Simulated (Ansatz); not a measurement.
# One shape, several levels: triplet AlH3

Aim: a comparison of 6 runs (U-r2SCAN0/3-21G, UB2PLYP/3-21G, UB3LYP/3-21G, UBCCD(T)/6-31G*, UCCSD/3-21G, UCCSD(T)/3-21G) of triplet AlH3. 

The results are computed with Ansatz 0.2.0.

61 further runs of the same task are left out: 2 that didn't finish, 59 set aside as unsound or not needed.

### Step 1. The molecule

The species is AlH3 (4 atoms), meant as a triplet with charge 0. SMILES of the parent species: `[H][Al]([H])[H]`. The shape comes from GFN2-xTB, which is rough for such elements, and wasn't checked as a minimum. That shape belongs to the parent species and isn't relaxed for this state.

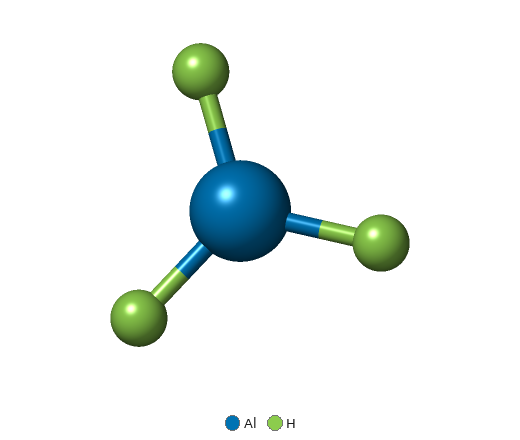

Viewed from a chosen angle; aluminium blue, hydrogen green.

### Step 2. The energy at U-r2SCAN0/3-21G (run 1)

input.yaml

```yaml
crystal:
  periodic: [false, false, false]
  atoms:
    - {symbol: Al, position_ang: [-0.000010, -0.000020, 0.000020]}
    - {symbol: H, position_ang: [1.552650, -0.030520, 0.014610]}
    - {symbol: H, position_ang: [-0.749810, 1.359840, -0.019120]}
    - {symbol: H, position_ang: [-0.802830, -1.329300, 0.004480]}
basis:
  gaussian: {orbitals: 3-21G.json}
hamiltonian: {xc: {name: r2SCAN0}}
accuracy: high
magnetization: {spin_polarized: true, initial_magnetization: 2}
```

The basis set 3-21G is read from a file made from the Basis Set Exchange's data (not shown).

Started as:

```bash
$ ansatz run input.yaml --threads 1 --pin off --max-ram 2610MiB --events-out events.jsonl --progress --plain --runs-dir runs
```

Standard output:

```text
Warning: RAYON_NUM_THREADS=1 ignored (pool sized by the plan → 1); use --threads N
Functional definition: r2SCAN0
  name "r2SCAN0"
  parameter a = 0.25
  parameter k0 = 0.174
  parameter k1 = 0.065
  parameter a1 = 4.9479
  exchange = (1 - a)*r2scan_x(k0 = k0, k1 = k1, a1 = a1) + a*exact_x
  correlation = r2scan_c
374 factors; integrals over basis functions are off by at most 2.8e-9 eV
mean field evaluation 1: about -6601.3811 eV, gradient 4.9e0 eV
mean field evaluation 2: about -6601.5361 eV, gradient 3.1e0 eV
mean field evaluation 4: about -6601.6783 eV, gradient 2.9e-1 eV
mean field evaluation 8: about -6601.6771 eV, gradient 3.1e-2 eV
mean field evaluation 16: about -6601.6773 eV, gradient 5.1e-4 eV
mean field evaluation 32: about -6601.6154 eV, gradient 2.1e0 eV
mean field evaluation 64: about -6601.6615 eV, gradient 2.3e-1 eV
mean field -6601.67731557 eV, -242.6071665697 hartree, gradient 2.0e-8 eV, S^2 2.007234; 4 other end points of the search recorded, 0 dependent functions left out
reference -6601.67731829 eV, -242.6071666697 hartree; 9, 7 occupied and 10, 12 virtual orbitals, 374 factors
Total energy: -6601.67731829 eV, -242.6071666697 hartree
```

Run time: 9.6 s. Hardware: 1 thread of Arm Neoverse V2, shared host; peak memory 0.18 GiB.

### Step 3. A single-point energy at UB2PLYP/3-21G (run 2)

job.yaml

```yaml
basis:
  gaussian:
    orbitals: 3-21G.json
crystal:
  periodic: [false, false, false]
  atoms:
    - {symbol: Al, position_ang: [-0.000010, -0.000020, 0.000020]}
    - {symbol: H, position_ang: [1.552650, -0.030520, 0.014610]}
    - {symbol: H, position_ang: [-0.749810, 1.359840, -0.019120]}
    - {symbol: H, position_ang: [-0.802830, -1.329300, 0.004480]}
magnetization:
  spin_polarized: true
  initial_magnetization: 2
hamiltonian:
  xc: {name: B2PLYP}
correlation:
  frozen_orbitals: {Al: 5, H: 0}
accuracy: high
```

The basis set 3-21G is read from a file made from the Basis Set Exchange's data (not shown).

Started as:

```bash
$ ansatz run job.yaml --threads 1 --pin off --max-ram 2610MiB --events-out events.jsonl --progress --plain --runs-dir runs
```

Standard output (excerpt; [...] marks lines left out):

```text
Warning: RAYON_NUM_THREADS=1 ignored (pool sized by the plan → 1); use --threads N
Functional definition: B2PLYP
  name "B2PLYP"
[...]
374 factors; integrals over basis functions are off by at most 2.8e-9 eV
[...]
mean field -6598.56464030 eV, -242.4927778633 hartree, gradient 5.8e-8 eV, S^2 2.031541; 2 other end points of the search recorded, 0 dependent functions left out
5 core orbitals not correlated: weight in the atoms' cores, before any rotation towards them, 1.000 or more for the frozen orbitals, at most 0.000 for the correlated occupied ones
reference -6598.56466136 eV, -242.4927786372 hartree; 4, 2 occupied and 10, 12 virtual orbitals, 374 factors
second order -1.39912585 eV of doubles, -0.00000000 eV of singles
Total energy: -6598.94242534 eV, -242.5066612075 hartree
```

Run time: 3.3 s. Hardware: 1 thread of Arm Neoverse V2, shared host; peak memory 0.12 GiB.

### Step 4. A single-point energy at UB3LYP/3-21G (run 3)

molecule.yaml

```yaml
crystal:
  periodic: [false, false, false]
  atoms:
    - symbol: Al
      position_ang: [-0.000010, -0.000020, 0.000020]
    - symbol: H
      position_ang: [1.552650, -0.030520, 0.014610]
    - symbol: H
      position_ang: [-0.749810, 1.359840, -0.019120]
    - symbol: H
      position_ang: [-0.802830, -1.329300, 0.004480]
basis:
  gaussian:
    orbitals: 3-21G.json
magnetization:
  spin_polarized: true
  initial_magnetization: 2
hamiltonian:
  xc: {name: B3LYP}
accuracy: high
```

The basis set 3-21G is read from a file made from the Basis Set Exchange's data (not shown).

Started as:

```bash
$ ansatz run molecule.yaml --threads 1 --pin off --max-ram 2610MiB --events-out events.jsonl --progress --plain --runs-dir runs
```

Standard output:

```text
Warning: RAYON_NUM_THREADS=1 ignored (pool sized by the plan → 1); use --threads N
Functional definition: B3LYP
  name "B3LYP"
  parameter a0 = 0.2
  parameter ax = 0.72
  parameter ac = 0.81
  exchange = (1 - a0 - ax)*slater_x + ax*b88_x + a0*exact_x
  correlation = (1 - ac)*vwn_rpa_c + ac*lyp_c
374 factors; integrals over basis functions are off by at most 2.8e-9 eV
mean field evaluation 1: about -6603.2342 eV, gradient 5.4e0 eV
mean field evaluation 2: about -6602.5722 eV, gradient 8.5e0 eV
mean field evaluation 4: about -6603.5558 eV, gradient 1.1e0 eV
mean field evaluation 8: about -6603.5665 eV, gradient 5.9e-2 eV
mean field evaluation 16: about -6603.5666 eV, gradient 2.1e-5 eV
mean field evaluation 32: about -6603.5665 eV, gradient 1.6e-2 eV
mean field evaluation 64: about -6603.5391 eV, gradient 2.8e-1 eV
mean field -6603.56660569 eV, -242.6765967008 hartree, gradient 1.9e-8 eV, S^2 2.004303; 6 other end points of the search recorded, 0 dependent functions left out
reference -6603.56663848 eV, -242.6765979059 hartree; 9, 7 occupied and 10, 12 virtual orbitals, 374 factors
Total energy: -6603.56663848 eV, -242.6765979059 hartree
```

Run time: 3.9 s. Hardware: 1 thread of Arm Neoverse V2, shared host; peak memory 0.11 GiB.

Runs 4 to 5 aren't shown in full; the table further down has their settings and results.

### Step 5. The energy at UCCSD(T)/3-21G (run 6)

run.yaml

```yaml
basis:
  gaussian: {orbitals: 3-21G.json}
crystal:
  periodic: [false, false, false]
  atoms:
    - {symbol: Al, position_ang: [-0.000010, -0.000020, 0.000020]}
    - {symbol: H, position_ang: [1.552650, -0.030520, 0.014610]}
    - {symbol: H, position_ang: [-0.749810, 1.359840, -0.019120]}
    - {symbol: H, position_ang: [-0.802830, -1.329300, 0.004480]}
magnetization: {spin_polarized: true, initial_magnetization: 2}
correlation: {method: ccsd_t, frozen_orbitals: {Al: 5, H: 0}}
accuracy: high
scf: {omitted_lower_state_checks: [cluster_reference, increment]}
```

The basis set 3-21G is read from a file made from the Basis Set Exchange's data (not shown).

Started as:

```bash
$ ansatz run run.yaml --threads 1 --pin off --max-ram 2610MiB --events-out events.jsonl --progress --plain --runs-dir runs
```

Standard output:

```text
Warning: RAYON_NUM_THREADS=1 ignored (pool sized by the plan → 1); use --threads N
[... 14 lines left out ...]
5 core orbitals not correlated: weight in the atoms' cores, before any rotation towards them, 1.000 or more for the frozen orbitals, at most 0.000 for the correlated occupied ones
[... 34 lines left out ...]
Total energy: -6589.36422877 eV, -242.1546689758 hartree
Checks for a lower state left out: cluster_reference, increment
```

Wall time 0.26 s (1 thread of Arm Neoverse V2, shared host).

### Step 6. The series

```
run                                  level  frozen core orbitals  energy (Eh)   ⟨S²⟩  wall time
  1                        U-r2SCAN0/3-21G                     –  -242.607167  2.007      9.6 s
  2                          UB2PLYP/3-21G                     5  -242.506661  2.032      3.3 s
  3                           UB3LYP/3-21G                     –  -242.676598  2.004      3.9 s
  4  UBCCD(T)/6-31G* (spherical functions)                     5  -243.497620  2.005     0.44 s
  5                            UCCSD/3-21G                     5  -242.153511  2.005     0.26 s
  6                         UCCSD(T)/3-21G                     5  -242.154669  2.005     0.26 s
```

### Step 7. Summary of results

```
                                          quantity          value
                               run 6: total energy  -242.15467 Eh
run 6: correlation energy (5 core orbitals frozen)      -61.2 mEh
                             run 6: (T) correction      -1.16 mEh
          run 6: ⟨S²⟩ of the reference determinant          2.005
                              run 6: T1 diagnostic          0.046
```

**Reading.** Totals of different functionals can't be ranked against each other. All runs together took 18 s, the longest 9.6 s.
